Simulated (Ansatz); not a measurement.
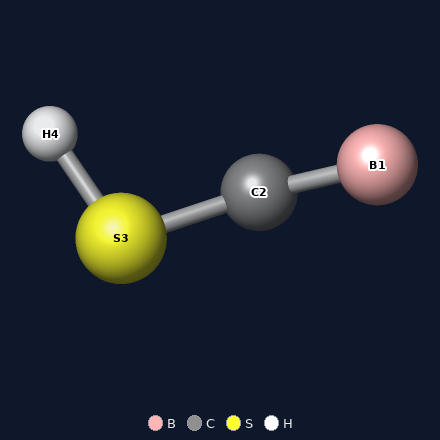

The system is CHBS, SMILES B#CS; the picture shows the reference structure. First axis: bond length B1–C2. Second axis: angle B1–C2–S3. Nothing is relaxed (all other coordinates rigid). The scan uses a 15 × 15 grid. Energies are in kcal/mol, from the lowest grid point. These are results of Ansatz 0.2.0, RKS PBE0-D4/def2-TZVP, not measurements.

Its coordinates:

```xyz
4

B    -1.5109    1.1491    0.3828
C    -0.6827    0.0213   -0.0081
S     0.6988   -0.3746   -0.7051
H     1.4948   -0.7957    0.3304
```

Range: bond length B1–C2 from 1.220 to 1.889 Å; angle B1–C2–S3 from 118.4 to 168.4°.

Question: Predict the map.

Answer: The lowest grid point is at bond length B1–C2 = 1.459 Å, angle B1–C2–S3 = 143.4°. It is the only kind of minimum in the scanned range. The highest grid point, bond length B1–C2 = 1.220 Å, angle B1–C2–S3 = 118.4°, lies 36.9 kcal/mol above the lowest.

```csv
"angle B1–C2–S3 ↓, bond length B1–C2 →",1.220,1.268,1.316,1.364,1.411,1.459,1.507,1.554,1.602,1.650,1.698,1.745,1.793,1.841,1.889
168.4,29.4,18.5,11.2,6.6,4.1,3.0,3.3,4.5,6.7,9.6,13.0,16.7,20.8,25.1,29.6
164.8,28.8,17.7,10.3,5.7,3.2,2.3,2.7,4.1,6.4,9.4,12.9,16.7,20.9,25.2,29.7
161.3,28.2,17.0,9.5,4.9,2.4,1.6,2.2,3.7,6.2,9.2,12.8,16.7,20.9,25.3,29.8
157.7,27.9,16.5,8.9,4.2,1.8,1.1,1.7,3.4,5.9,9.1,12.8,16.7,21.0,25.4,29.9
154.1,27.7,16.1,8.4,3.7,1.3,0.6,1.3,3.1,5.7,9.0,12.8,16.8,21.1,25.6,30.1
150.5,27.7,16.0,8.1,3.3,0.9,0.3,1.1,2.9,5.6,9.0,12.8,16.9,21.3,25.8,30.4
147.0,27.9,16.0,8.0,3.1,0.7,0.1,0.9,2.8,5.6,9.0,12.9,17.0,21.5,26.0,30.7
143.4,28.3,16.1,8.0,3.1,0.6,0.0,0.9,2.8,5.7,9.1,13.1,17.3,21.7,26.4,31.0
139.8,28.8,16.5,8.2,3.2,0.7,0.1,1.0,2.9,5.8,9.4,13.4,17.6,22.1,26.7,31.4
136.3,29.6,17.0,8.6,3.5,1.0,0.3,1.2,3.2,6.1,9.7,13.7,18.0,22.5,27.2,31.9
132.7,30.5,17.8,9.2,4.0,1.4,0.7,1.6,3.6,6.5,10.1,14.2,18.4,23.0,27.7,32.4
129.1,31.7,18.8,10.1,4.7,2.0,1.3,2.2,4.2,7.1,10.7,14.8,19.0,23.6,28.3,33.0
125.5,33.2,20.0,11.1,5.7,2.9,2.1,2.9,4.9,7.8,11.4,15.5,19.8,24.3,29.0,33.7
122.0,34.9,21.5,12.4,6.8,4.0,3.1,3.9,5.8,8.7,12.3,16.3,20.6,25.1,29.8,34.5
118.4,36.9,23.2,14.0,8.3,5.3,4.4,5.1,7.0,9.8,13.3,17.3,21.6,26.1,30.7,35.4
```

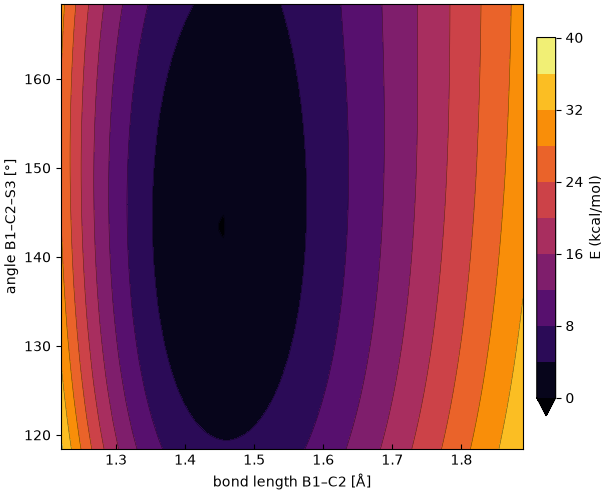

Drawn: filled contours. Between grid points the surface is interpolated.

Each point was launched as `ansatz run input.yaml --threads 1 --pin off --max-ram 2560MiB --backend cpu --events-out ev --progress --plain --runs-dir out`. The whole map (225 points run) took 6.1 min on 1 thread of Intel(R) Xeon(R) Platinum 8488C (Sapphire Rapids) (shared host).
